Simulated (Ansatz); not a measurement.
# H₄O₂Se₂Ti: basis-set convergence

How large a basis does H₄O₂Se₂Ti need? Two functionals are run in growing sets.

The runs use Ansatz 0.2.0, Gaussian basis; one geometry, several basis sets.

Plan: PBE0-D4/def2-SVP; ωB97M-V/def2-SVP; PBE0-D4/def2-QZVPP; ωB97M-V/def2-QZVPP; the functionals' def2-TZVPP values are taken from earlier runs.

## 1. The relaxed structure

All runs share one geometry, relaxed beforehand with PBE0-D4 in a triple-zeta def2 set.

9 atoms, charge 0, spin multiplicity 1.

Atoms are counted from 1 here; the program's logs count them from 0.

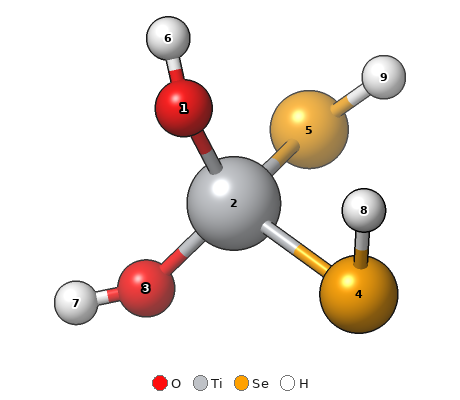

The geometry (oxygen red, titanium light grey, selenium orange, hydrogen white); atoms are numbered from 1 in the order of the file.

Coordinates:

```csv
atom,x (Å),y (Å),z (Å)
O1,0.1859,0.9193,-1.2964
Ti2,0.3009,-0.1376,0.1176
O3,1.9390,-0.5110,0.6607
Se4,-0.8881,-2.2073,-0.3785
Se5,-0.6882,0.9657,2.0470
H6,-0.0253,1.8202,-1.5403
H7,2.8578,-0.3369,0.4547
H8,-1.5828,-1.5297,-1.4835
H9,-2.0108,0.9710,1.4016
```

## 2. PBE0-D4 in def2-SVP

The input, in.yaml:

```yaml
crystal:
  periodic: [false, false, false]
  atoms:
    - {symbol: O, position_ang: [0.185852, 0.919285, -1.296419]}
    - {symbol: Ti, position_ang: [0.300879, -0.137622, 0.117553]}
    - {symbol: O, position_ang: [1.939018, -0.510998, 0.660742]}
    - {symbol: Se, position_ang: [-0.888056, -2.207289, -0.378479]}
    - {symbol: Se, position_ang: [-0.688202, 0.965694, 2.046972]}
    - {symbol: H, position_ang: [-0.025286, 1.820218, -1.540281]}
    - {symbol: H, position_ang: [2.857790, -0.336907, 0.454741]}
    - {symbol: H, position_ang: [-1.582777, -1.529704, -1.483543]}
    - {symbol: H, position_ang: [-2.010819, 0.971025, 1.401613]}
basis:
  gaussian: {orbitals: def2-SVP}
hamiltonian: {xc: pbe0, dispersion: d4}
output: {orbitals: {seedname: orbitals}}
```

Run with:

```
$ ansatz run in.yaml --threads 4 --pin off --events-out ev --progress --plain --max-ram 11315MiB
```

Standard output:

```text
Functional definition: PBE0
  name "PBE0"
  cite "Adamo & Barone, J. Chem. Phys. 110, 6158 (1999) doi:10.1063/1.478522"
  cite "Perdew, Burke & Ernzerhof, Phys. Rev. Lett. 77, 3865 (1996) doi:10.1103/PhysRevLett.77.3865"
  parent pbe
  parameter a = 0.25
  parameter kappa = 0.804
  parameter beta = 0.06672455060314922
  exchange = (1 - a)*pbe_x(kappa = kappa, mu = beta*pi^2/3) + a*exact_x
  correlation = pbe_c(beta = beta)
1430 factors; integrals over basis functions are off by at most 1.1e-3 eV
mean field evaluation 1: about -157921.3728 eV, gradient 7.4e1 eV
mean field evaluation 2: about -157695.4181 eV, gradient 3.7e2 eV
mean field evaluation 4: about -157926.0160 eV, gradient 4.8e1 eV
mean field evaluation 8: about -157931.3139 eV, gradient 6.3e-1 eV
mean field evaluation 16: about -157931.4092 eV, gradient 8.5e-4 eV
mean field -157931.40917572 eV, -5803.8722374536 hartree, gradient 5.7e-5 eV, S^2 0.000000; 0 other end points of the search recorded, 0 dependent functions left out
reference -157931.40923710 eV, -5803.8722397095 hartree; 55, 55 occupied and 88, 88 virtual orbitals, 1430 factors
Total energy: -157931.65216109 eV, -5803.8811670013 hartree
```

Wall time 3.5 s (4 threads of Arm Neoverse V2, shared host).

## 3. ωB97M-V in def2-SVP

Changes to in.yaml since step 2:

```diff
@@ -14,3 +14,3 @@
   gaussian: {orbitals: def2-SVP}
-hamiltonian: {xc: pbe0, dispersion: d4}
+hamiltonian: {xc: {name: wB97M-V}}
 output: {orbitals: {seedname: orbitals}}
```

Launched as before.

Standard output, shortened:

```text
Functional definition: wB97M-V
  name "wB97M-V"
  cite "Mardirossian & Head-Gordon, J. Chem. Phys. 144, 214110 (2016) doi:10.1063/1.4952647"
  cite "Becke, J. Chem. Phys. 107, 8554 (1997) doi:10.1063/1.475007"
  cite "Vydrov & Van Voorhis, J. Chem. Phys. 133, 244103 (2010) doi:10.1063/1.3521275"
  # Of w^i u^j: cxij and so on, Table III.
[...]
  gx(w, u) = 1 - cx + cx01*u + cx10*w
  gss(w, u) = css00 + css04*u^4 + css10*w + css20*w^2 + css43*w^4*u^3
  gos(w, u) = cos00 + cos10*w + (cos20 + cos21*u)*w^2 + (cos60 + cos61*u)*w^6
[...]
      + integral(e_c_pw_mod_opposite_spin*gos(b97_w_opposite, b97_u_opposite)) + vv10(b, c)
1430 factors; integrals over basis functions are off by at most 1.1e-3 eV
283 factors; integrals over basis functions are off by at most 9.0e-5 eV
[...]
mean field -157946.23296781 eV, -5804.4170017650 hartree, gradient 4.6e-5 eV, S^2 0.000000; 0 other end points of the search recorded, 0 dependent functions left out
reference -157946.23306667 eV, -5804.4170053981 hartree; 55, 55 occupied and 88, 88 virtual orbitals, 1430 factors
Total energy: -157946.23306667 eV, -5804.4170053981 hartree
```

Run time: 15 s. Hardware: 4 threads of Arm Neoverse V2, shared host; peak memory 0.68 GiB.

## 4. PBE0-D4 in def2-QZVPP

Changes to in.yaml since step 3:

```diff
@@ -13,4 +13,4 @@
 basis:
-  gaussian: {orbitals: def2-SVP}
-hamiltonian: {xc: {name: wB97M-V}}
+  gaussian: {orbitals: "def2-QZVPP.json"}
+hamiltonian: {xc: pbe0, dispersion: d4}
 output: {orbitals: {seedname: orbitals}}
```

Same command.

Standard output:

```text
Functional definition: PBE0
  name "PBE0"
  cite "Adamo & Barone, J. Chem. Phys. 110, 6158 (1999) doi:10.1063/1.478522"
  cite "Perdew, Burke & Ernzerhof, Phys. Rev. Lett. 77, 3865 (1996) doi:10.1103/PhysRevLett.77.3865"
  parent pbe
  parameter a = 0.25
  parameter kappa = 0.804
  parameter beta = 0.06672455060314922
  exchange = (1 - a)*pbe_x(kappa = kappa, mu = beta*pi^2/3) + a*exact_x
  correlation = pbe_c(beta = beta)
2283 factors; their error is unknown
mean field evaluation 1: about -157948.0880 eV, gradient 8.1e1 eV
mean field evaluation 2: about -157859.1348 eV, gradient 2.5e2 eV
mean field evaluation 4: about -157952.9456 eV, gradient 5.5e1 eV
mean field evaluation 8: about -157958.7055 eV, gradient 1.5e-1 eV
mean field evaluation 16: about -157959.1439 eV, gradient 8.7e-4 eV
mean field -157959.14388799 eV, -5804.8914693305 hartree, gradient 6.5e-5 eV, S^2 0.000000; 0 other end points of the search recorded, 0 dependent functions left out
reference -157959.14393265 eV, -5804.8914709715 hartree; 55, 55 occupied and 450, 450 virtual orbitals, 2283 factors
Total energy: -157959.38685663 eV, -5804.9003982633 hartree
```

Wall time 25 s (4 threads of Arm Neoverse V2, shared host); peak memory 3 GiB.

## 5. ωB97M-V in def2-QZVPP

Changes to in.yaml since step 4:

```diff
@@ -14,3 +14,3 @@
   gaussian: {orbitals: "def2-QZVPP.json"}
-hamiltonian: {xc: pbe0, dispersion: d4}
+hamiltonian: {xc: {name: wB97M-V}}
 output: {orbitals: {seedname: orbitals}}
```

The command is unchanged.

Standard output, shortened:

```text
Functional definition: wB97M-V
  name "wB97M-V"
  cite "Mardirossian & Head-Gordon, J. Chem. Phys. 144, 214110 (2016) doi:10.1063/1.4952647"
  cite "Becke, J. Chem. Phys. 107, 8554 (1997) doi:10.1063/1.475007"
  cite "Vydrov & Van Voorhis, J. Chem. Phys. 133, 244103 (2010) doi:10.1063/1.3521275"
  # Of w^i u^j: cxij and so on, Table III.
[...]
  gx(w, u) = 1 - cx + cx01*u + cx10*w
  gss(w, u) = css00 + css04*u^4 + css10*w + css20*w^2 + css43*w^4*u^3
  gos(w, u) = cos00 + cos10*w + (cos20 + cos21*u)*w^2 + (cos60 + cos61*u)*w^6
[...]
      + integral(e_c_pw_mod_opposite_spin*gos(b97_w_opposite, b97_u_opposite)) + vv10(b, c)
2221 factors; their error is unknown
414 factors; integrals over basis functions are off by at most 1.1e-5 eV
[...]
mean field -157973.87636039 eV, -5805.4328777050 hartree, gradient 5.4e-5 eV, S^2 0.000000; 0 other end points of the search recorded, 0 dependent functions left out
reference -157973.87643424 eV, -5805.4328804190 hartree; 55, 55 occupied and 450, 450 virtual orbitals, 2221 factors
Total energy: -157973.87643424 eV, -5805.4328804190 hartree
```

Wall time 55 s (4 threads of Arm Neoverse V2, shared host); peak memory 3 GiB.

## 6. Functionals by basis

The def2-TZVPP values come from earlier runs at the same geometry.

```csv
functional,basis,functions,energy (eV),from the largest (eV),HOMO (eV),LUMO (eV)
PBE0-D4,def2-SVP,143,-157931.6522,27.735,-6.56,-2.15
PBE0-D4,def2-TZVPP,278,-157955.9730,3.414,-6.73,-2.25
PBE0-D4,def2-QZVPP,505,-157959.3869,0.000,-6.76,-2.28
ωB97M-V,def2-SVP,143,-157946.2331,27.643,-8.57,-0.06
ωB97M-V,def2-TZVPP,278,-157970.5919,3.285,-8.77,-0.21
ωB97M-V,def2-QZVPP,505,-157973.8764,0.000,-8.79,-0.26
```

## 7. Summary of results

```
                                       quantity           value
PBE0-D4: double and triple zeta above quadruple  27.73, 3.41 eV
ωB97M-V: double and triple zeta above quadruple  27.64, 3.28 eV
```

For PBE0-D4 the step from double to triple zeta gains 24.32 eV and the next only 3.41 eV. These are total energies; as a rule much of such shifts cancels in differences, which this series doesn't test.

For PBE0-D4 the largest set took about 7 times as long as the smallest (25 s against 3.5 s).
